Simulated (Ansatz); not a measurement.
C₂H₃S (SMILES C[C+]=S) (charge +1)

Input

```
crystal:
  periodic: [false, false, false]
  atoms:
    - {symbol: C, position_ang: [-0.272262, 0.403085, -0.222347]}
    - {symbol: C, position_ang: [0.447774, -0.662864, 0.365622]}
    - {symbol: S, position_ang: [1.203913, -1.782355, 0.983176]}
    - {symbol: H, position_ang: [0.100612, 0.582649, -1.239609]}
    - {symbol: H, position_ang: [-1.339326, 0.147000, -0.265957]}
    - {symbol: H, position_ang: [-0.140702, 1.312494, 0.379125]}
basis:
  gaussian: {orbitals: def2-TZVPP}
total_charge: 1
hamiltonian: {xc: pbe0, dispersion: d4}
output: {orbitals: {seedname: orbitals}}
```

Run with:

```sh
ansatz run in.yaml --threads 2 --pin off --events-out ev --progress --plain --max-ram 4352MiB
```

Geometry: PBE0-D4/def2-TZVP.

Method: RKS PBE0-D4/def2-TZVPP in Ansatz 0.2.0.

What will maps of the electron density and electron localisation function show?

C–C (1.41 Å): ρ at the midpoint is about 2 e/Å³; the ELF peaks at about 0.95 between the atoms (localised, covalent bonding).
C–S (1.49 Å): ρ at the midpoint is about 2.1 e/Å³; the ELF peaks at about 0.85 between the atoms; a covalent bond.
C–H (1.10 Å): ρ is about 2 e/Å³ halfway; the ELF climbs to about 1 towards the hydrogen, as it does in any bond to H: an ordinary covalent bond to hydrogen.

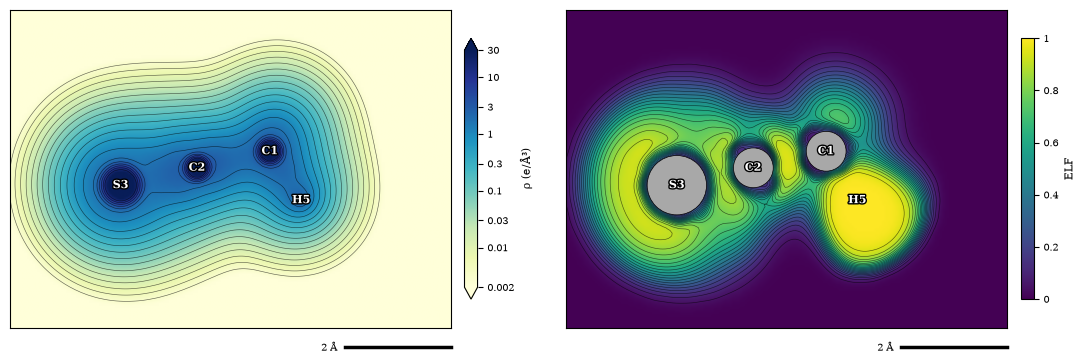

Computed electron density and electron localisation function on the plane of atoms C2, C1 and H5, in this order. Grey discs cover the atomic cores in the ELF map. 
